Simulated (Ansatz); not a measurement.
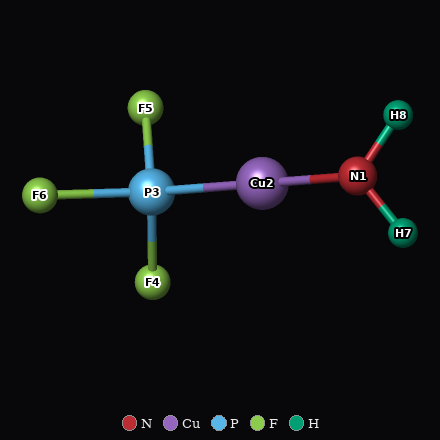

The system is CuF3H2NP, SMILES [NH2][Cu-][P+](F)(F)F; the picture shows the reference structure. 
- First axis: umbrella angle at N1 (between each of its bonds and their common axis; 90 is planar). Second axis: change of the bonds N1–Cu2, N1–H7, N1–H8, all alike.
- Nothing is relaxed (all other coordinates rigid).
- Grid: 11 × 11 points.
- Points are written as (first, second).
- All energies are given in eV relative to the relaxed molecule at the same level.
- The calculation used RKS PBE-D4/def2-SVP (Ansatz 0.2.0).

Its coordinates:

```xyz
8

N     0.5003   -2.1195    0.8664
Cu    0.0945   -0.4691    0.2829
P    -0.3759    1.4572   -0.4167
F    -1.5028    1.5612   -1.5524
F     0.7992    2.2725   -1.1412
F    -0.9116    2.6465    0.5253
H    -0.0806   -2.9150    0.5789
H     1.4770   -2.4338    0.8570
```

Range: umbrella angle at N1 (between each of its bonds and their common axis; 90 is planar) from 65.6 to 114.4°; change of the bonds N1–Cu2, N1–H7, N1–H8, all alike from −0.141 to 0.218 Å.

What will the energy surface look like?

The lowest grid point is at (104.6°, 0.003 Å), 0.0016 eV from the relaxed molecule at the same level. The highest grid point, (90.0°, 0.218 Å), lies 1.78 eV above the lowest.

| second ↓, first → | 65.6 | 70.5 | 75.4 | 80.3 | 85.1 | 90.0 | 94.9 | 99.7 | 104.6 | 109.5 | 114.4 |
| --- | --- | --- | --- | --- | --- | --- | --- | --- | --- | --- | --- |
| 0.218 | 1.41 | 1.50 | 1.61 | 1.70 | 1.76 | 1.78 | 1.75 | 1.67 | 1.57 | 1.46 | 1.37 |
| 0.182 | 1.05 | 1.12 | 1.20 | 1.28 | 1.33 | 1.34 | 1.32 | 1.25 | 1.17 | 1.08 | 1.01 |
| 0.146 | 0.73 | 0.77 | 0.83 | 0.89 | 0.93 | 0.95 | 0.92 | 0.87 | 0.80 | 0.73 | 0.69 |
| 0.110 | 0.45 | 0.47 | 0.51 | 0.56 | 0.59 | 0.60 | 0.58 | 0.54 | 0.48 | 0.44 | 0.42 |
| 0.074 | 0.25 | 0.24 | 0.26 | 0.29 | 0.31 | 0.31 | 0.30 | 0.27 | 0.23 | 0.21 | 0.22 |
| 0.038 | 0.13 | 0.09 | 0.09 | 0.10 | 0.11 | 0.11 | 0.10 | 0.08 | 0.06 | 0.06 | 0.10 |
| 0.003 | 0.11 | 0.05 | 0.03 | 0.02 | 0.02 | 0.02 | 0.01 | 0.00 | 0.00 | 0.02 | 0.08 |
| −0.033 | 0.23 | 0.14 | 0.10 | 0.07 | 0.06 | 0.06 | 0.05 | 0.06 | 0.07 | 0.11 | 0.20 |
| −0.069 | 0.52 | 0.40 | 0.33 | 0.29 | 0.27 | 0.26 | 0.26 | 0.27 | 0.31 | 0.37 | 0.49 |
| −0.105 | 1.02 | 0.87 | 0.77 | 0.72 | 0.69 | 0.68 | 0.68 | 0.70 | 0.75 | 0.84 | 0.99 |
| −0.141 | 1.77 | 1.59 | 1.48 | 1.40 | 1.36 | 1.35 | 1.35 | 1.39 | 1.45 | 1.57 | 1.74 |

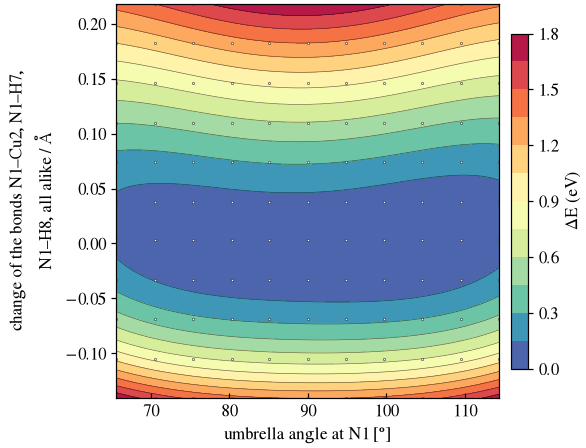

The picture shows filled contours, dots at the grid points. Between grid points the surface is interpolated.

The whole map (121 points run) took 13 min on 1 thread of Arm Neoverse V1, with other jobs on the host.
